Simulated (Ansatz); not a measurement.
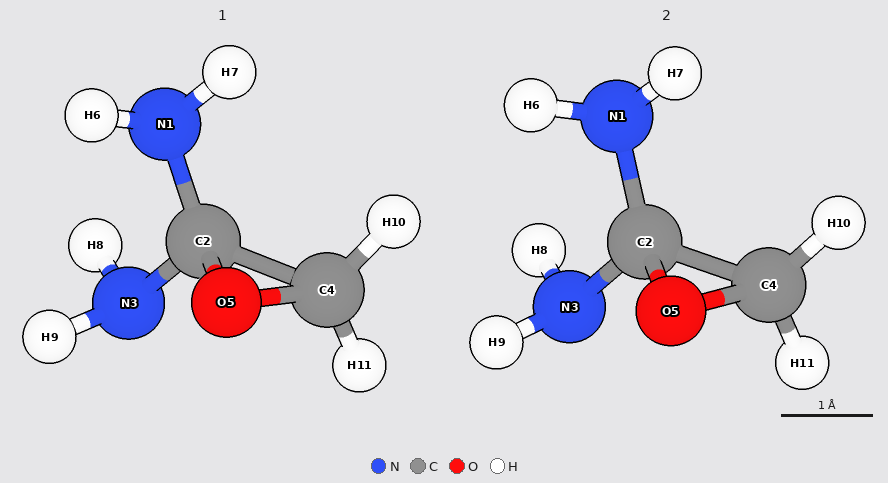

Two geometries of C2H6N2O, drawn at one scale. One is the start of a relaxation, the other its converged end. The picture is a ball-and-stick view, seen at a tilt.

The calculation used UKS B3LYP-D4/def2-SVP in Ansatz. Set-up: collinear spin; force threshold 0.02 eV/Å; at most 50 steps.

Q: Which one is relaxed?

A: Structure 2 is the relaxed one. The run prepares an end point of a later path (hydrogen shift) calculation, from a guessed geometry. The largest move after the best rigid fit is that of H6, 0.25 Å. By element the largest moves are H 0.25 Å, N 0.13 Å, C 0.12 Å, O 0.09 Å. Some distances before and after: N3–H9 1.085 → 1.020 Å, N3–H8 0.956 → 1.018 Å, C4–O5 1.378 → 1.438 Å, C2–C4 1.525 → 1.469 Å. Bond angles that change, for instance: H6–N1–H7 100.3° → 107.8°, C2–C4–H10 115.0° → 120.7°, N1–C2–O5 113.6° → 119.3°. After 6 accepted moves (7 points after the start) the energy has fallen by 64.5 kJ/mol. Largest force component: 5 eV/Å at the start, 0.013 eV/Å at the end. The line search rejected the trial step at point 5 of the run. The run took 27 s on 2 threads of Intel(R) Xeon(R) Platinum 8375C CPU @ 2.90GHz (Ice Lake) (shared host), peak memory 0.33 GiB.
